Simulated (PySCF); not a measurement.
# singlet C2H6In+ at 4 levels

We compute a comparison of 4 runs (B3LYP/def2-SVPD, BLYP/def2-SVPD, M06-L/def2-SVPD, SVWN5/def2-SVPD) of singlet C2H6In+. 

The calculation is run with PySCF 2.14.0.

## (1) The system as given

The species is C2H6In+ (9 atoms), meant as a singlet with charge +1. As SMILES of the parent species, `C[In]C`. The coordinates come from a PBE0-D4/def2-TZVP relaxation. That shape belongs to the parent species and isn't relaxed for this state.

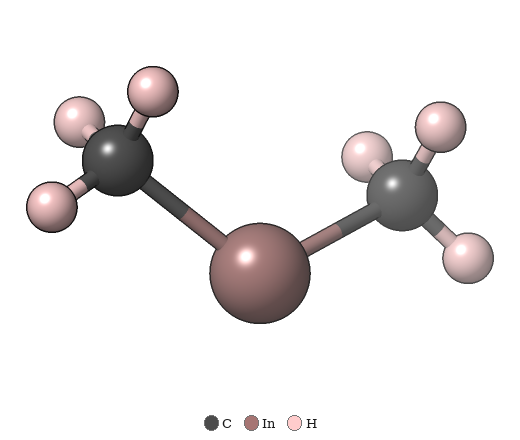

Viewed from a chosen angle; carbon dark grey, indium brown, hydrogen pink.

## (2) The energy at B3LYP/def2-SVPD (core potential) (run 1)

The input, geometry.xyz:

```xyz
9
C2H6In
C      0.456290     1.815870     0.183390
In     0.277560     0.050300    -1.113490
C     -0.450470    -1.814830    -0.206650
H     -0.527030     2.036110     0.607180
H      0.821920     2.686500    -0.358540
H      1.143860     1.578810     0.999510
H     -1.445190    -1.633350     0.208840
H     -0.500920    -2.628420    -0.928380
H      0.223960    -2.091000     0.608130
```

The input, input.py:

```python
from pyscf import gto, dft

mol = gto.Mole()
mol.atom = 'geometry.xyz'
mol.ecp = {'In': 'def2-svp'}
mol.verbose = 4
mol.charge = 1
mol.max_memory = 1860
mol.basis = 'def2-svpd'
mol.build()

mf = dft.RKS(mol, xc='b3lyp')
mf.conv_tol = 1e-10
mf.grids.level = 5
mf.kernel()
if not mf.converged:
    mf = mf.newton().run(mf.mo_coeff, mf.mo_occ)

etot = mf.e_tot
print('E = %.10f Eh' % etot)
```

On the command line:

```bash
$ OMP_NUM_THREADS=1 python input.py
```

Standard output:

```text
PySCF version 2.14.0

[... 79 lines left out ...]
converged SCF energy = -269.674470394388
E = -269.6744703944 Eh
```

It took 48 s on 1 thread of AMD EPYC (Zen 3), shared host; peak memory 0.66 GiB.

## (3) The energy at BLYP/def2-SVPD (core potential) (run 2)

The input, run.py:

```python
from pyscf import gto, dft

mol = gto.Mole()
mol.atom = '''
C      0.456290     1.815870     0.183390
In     0.277560     0.050300    -1.113490
C     -0.450470    -1.814830    -0.206650
H     -0.527030     2.036110     0.607180
H      0.821920     2.686500    -0.358540
H      1.143860     1.578810     0.999510
H     -1.445190    -1.633350     0.208840
H     -0.500920    -2.628420    -0.928380
H      0.223960    -2.091000     0.608130
'''
mol.basis = 'def2-svpd'
mol.ecp = {'In': 'def2-svp'}
mol.verbose = 3
mol.charge = 1
mol.max_memory = 1860
mol.build()

ks = dft.RKS(mol)
ks.xc = 'blyp'
ks.grids.level = 5
ks.conv_tol = 1e-10
ks.kernel()
if not ks.converged:
    ks = ks.newton().run(ks.mo_coeff, ks.mo_occ)

etot = ks.e_tot
print('E = %.10f Eh' % etot)
```

On the command line:

```bash
$ OMP_NUM_THREADS=1 python run.py
```

Standard output:

```text
converged SCF energy = -269.509810369506
E = -269.5098103695 Eh
```

Run time: 48 s. Hardware: 1 thread of AMD EPYC (Zen 3), shared host; peak memory 0.66 GiB.

## (4) A single-point energy at M06-L/def2-SVPD (core potential) (run 3)

The input, mol.xyz:

```xyz
9

C      0.456290     1.815870     0.183390
In     0.277560     0.050300    -1.113490
C     -0.450470    -1.814830    -0.206650
H     -0.527030     2.036110     0.607180
H      0.821920     2.686500    -0.358540
H      1.143860     1.578810     0.999510
H     -1.445190    -1.633350     0.208840
H     -0.500920    -2.628420    -0.928380
H      0.223960    -2.091000     0.608130
```

The input, run.py:

```python
from pyscf import gto, dft

system = gto.M(
    atom='mol.xyz',
    max_memory=1860,
    verbose=3,
    ecp={'In': 'def2-svp'},
    basis='def2-svpd',
    spin=0,
    charge=1,
)

myscf = dft.RKS(system)
myscf.xc = 'm06-l'
myscf.grids.level = 5
myscf.conv_tol = 1e-10
myscf.kernel()
if not myscf.converged:
    myscf = myscf.newton().run(myscf.mo_coeff, myscf.mo_occ)

energy = myscf.e_tot
print('Final energy', energy)
```

On the command line:

```bash
$ OMP_NUM_THREADS=1 python run.py
```

Standard output:

```text
converged SCF energy = -269.736572656699
Final energy -269.7365726566991
```

Run time: 85 s. Hardware: 1 thread of AMD EPYC (Zen 3), shared host; peak memory 0.72 GiB.

## (5) The energy at SVWN5/def2-SVPD (core potential) (run 4)

The input, job.py:

```python
from pyscf import gto, dft

mol = gto.Mole()
mol.atom = '''
C    0.456290   1.815870   0.183390
In   0.277560   0.050300  -1.113490
C   -0.450470  -1.814830  -0.206650
H   -0.527030   2.036110   0.607180
H    0.821920   2.686500  -0.358540
H    1.143860   1.578810   0.999510
H   -1.445190  -1.633350   0.208840
H   -0.500920  -2.628420  -0.928380
H    0.223960  -2.091000   0.608130
'''
mol.ecp = {'In': 'def2-svp'}
mol.basis = 'def2-svpd'
mol.charge = 1
mol.verbose = 4
mol.max_memory = 1860
mol.build()

mf = dft.RKS(mol, xc='svwn')
mf.conv_tol = 1e-10
mf.grids.level = 5
mf.kernel()
if not mf.converged:
    mf = mf.newton().run(mf.mo_coeff, mf.mo_occ)

e_final = mf.e_tot
print('E(%s) = %.9f' % ('SVWN5', e_final))
```

On the command line:

```bash
$ OMP_NUM_THREADS=1 python job.py
```

Standard output:

```text
PySCF version 2.14.0

[... 83 lines left out ...]
converged SCF energy = -268.509492279191
E(SVWN5) = -268.509492279
```

Run time: 33 s. Hardware: 1 thread of AMD EPYC (Zen 3), shared host; peak memory 0.46 GiB.

## (6) The series

```
run                             level  energy (Eh)  HOMO energy (eV)  LUMO energy (eV)  HOMO–LUMO gap (eV)  wall time
  1  B3LYP/def2-SVPD (core potential)  -269.674470            -12.62             -9.05                3.56       48 s
  2   BLYP/def2-SVPD (core potential)  -269.509810            -11.68             -9.49                2.20       48 s
  3  M06-L/def2-SVPD (core potential)  -269.736573            -11.88             -9.32                2.56       85 s
  4  SVWN5/def2-SVPD (core potential)  -268.509492            -12.04             -9.75                2.29       33 s
```

## (7) Summary of results

```
            quantity          value
 run 4: total energy  -268.50949 Eh
  run 4: HOMO energy      -12.04 eV
  run 4: LUMO energy       -9.75 eV
run 4: HOMO–LUMO gap        2.29 eV
```

In words: The HOMO–LUMO gap runs from 2.20 eV (BLYP/def2-SVPD) to 3.56 eV (B3LYP/def2-SVPD). Totals of different functionals can't be ranked against each other. All runs together took 3.6 min, the longest 85 s.
